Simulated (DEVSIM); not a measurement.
Device: abrupt Si n-p junction, at 400 K.

```csv
layer (left to right),material,thickness (μm),Nd (cm⁻³),Na (cm⁻³),τn (s),τp (s)
1,Si,0.600,3.6e18,-,0.00029,0.00087
2,Si,210,-,5e14,0.00029,0.00029
```

Left contact: ohmic. Right contact: ohmic. Voltage is applied to the left contact. Recombination: SRH at mid-gap. Mobility is μmin + (μ − μmin)/(1 + (N/Nref)^α).

The device is made up for the run: typed textbook-type constants, with dimensions and the other settings drawn at random. Values at 300 K; Nc and Nv go as T^1.5, mobilities as T to minus their exponent, the gap by Varshni's rule with the affinity fixed.

```csv
parameter,Si
gap (eV),1.124
affinity (eV),4.05
permittivity,11.7
Nc (cm⁻³),2.86e19
Nv (cm⁻³),3.1e19
μn (cm²/Vs),1417
μp (cm²/Vs),470
"μn,min",52
"μp,min",45
"Nref,n",9.7e16
"Nref,p",2.2e17
αn,0.68
αp,0.72
T exponent of μn,2.3
T exponent of μp,2.2
Varshni α (eV/K),0.000473
Varshni β (K),636
```

Simulated with DEVSIM: 1D drift-diffusion, Boltzmann statistics, complete ionisation; no tunnelling, impact ionisation, image-force lowering or self-heating.

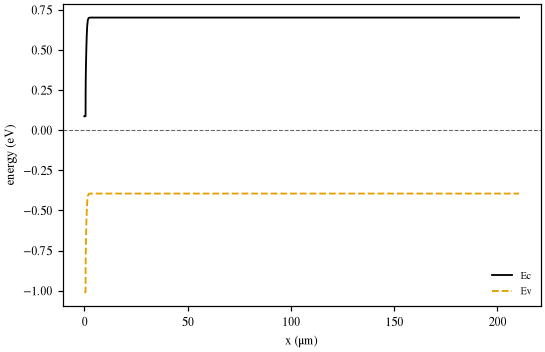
Figure: Band edges at zero bias

Energies count from the Fermi level of the right contact; mesh points crowd at the junctions.

| x (μm) | Ec (eV) | Ev (eV) | n (cm⁻³) | p (cm⁻³) | field (V/cm) |
|---|---|---|---|---|---|
| 0.000 | 0.086 | -1.010 | 3.6e18 | 9000000 | ≈ 0 |
| 0.03819 | 0.086 | -1.010 | 3.6e18 | 9000000 | ≈ 0 |
| 0.1321 | 0.086 | -1.010 | 3.6e18 | 9000000 | ≈ 0 |
| 0.3347 | 0.086 | -1.010 | 3.6e18 | 9000000 | ≈ 0 |
| 0.5383 | 0.086 | -1.010 | 3.6e18 | 9000000 | ≈ 0 |
| 0.5905 | 0.087 | -1.009 | 3.5e18 | 9200000 | 3900 |
| 0.6203 | 0.226 | -0.871 | 6.3e16 | 5.1e8 | 27000 |
| 0.7394 | 0.368 | -0.729 | 1.0e15 | 3.1e10 | 7600 |
| 0.9939 | 0.519 | -0.577 | 1.3e13 | 2.5e12 | 4800 |
| 1.689 | 0.686 | -0.410 | 9.9e10 | 3.3e14 | 650 |
| 3.540 | 0.701 | -0.395 | 6.4e10 | 5.0e14 | ≈ 0 |
| 11.52 | 0.701 | -0.395 | 6.4e10 | 5.0e14 | ≈ 0 |
| 29.71 | 0.701 | -0.395 | 6.4e10 | 5.0e14 | ≈ 0 |
| 78.16 | 0.701 | -0.395 | 6.4e10 | 5.0e14 | ≈ 0 |
| 169.5 | 0.701 | -0.395 | 6.4e10 | 5.0e14 | ≈ 0 |
| 195.2 | 0.701 | -0.395 | 6.4e10 | 5.0e14 | ≈ 0 |
| 204.8 | 0.701 | -0.395 | 6.4e10 | 5.0e14 | ≈ 0 |
| 208.4 | 0.701 | -0.395 | 6.4e10 | 5.0e14 | ≈ 0 |
| 210.0 | 0.701 | -0.395 | 6.4e10 | 5.0e14 | ≈ 0 |
| 210.4 | 0.701 | -0.395 | 6.4e10 | 5.0e14 | ≈ 0 |
| 210.5 | 0.701 | -0.395 | 6.4e10 | 5.0e14 | ≈ 0 |
| 210.6 | 0.701 | -0.395 | 6.4e10 | 5.0e14 | ≈ 0 |
